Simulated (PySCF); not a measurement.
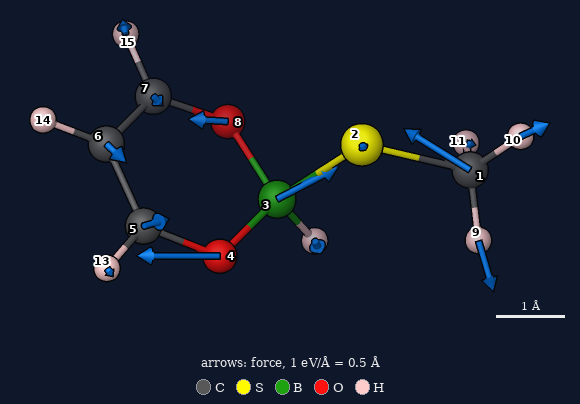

Starting geometry of C4H7BO2S with the computed forces as blue arrows. The picture is a ball-and-stick view, seen at a tilt.

The start comes from GFN2-xTB. Its atoms were then displaced at random by about 0.01 Å.

These are results of PySCF, PBE0-D3(BJ)/def2-SVP geometry optimisation, gas phase, not measurements. 

**Is this structure relaxed? If not, where do the atoms go?**

It isn't relaxed: the largest force vector, on an O atom, is 2.68 eV/Å. The final displacements have little in common with the starting forces (cosine between the two patterns 0.07). After 20 geometry steps the energy has fallen by 0.275 eV. The largest move after the best rigid fit is that of an H atom, 0.54 Å. Largest moves by element: H 0.54 Å, S 0.38 Å, B 0.23 Å, O 0.20 Å, C 0.19 Å. Near-neighbour distances that change, for instance: B–O 1.456 → 1.516 Å, B–S 1.933 → 1.879 Å, C–H 1.055 → 1.099 Å, B–O 1.505 → 1.541 Å. Bond angles that change, for instance: O–B–O 113.4° → 106.6°, S–B–O 104.9° → 110.2°, S–C–H 106.5° → 111.6°. Groups turn about B–S by about 25°. Cost: 7.9 min on 1 thread of Intel(R) Xeon(R) Processor @ 2.50GHz, on a shared host.
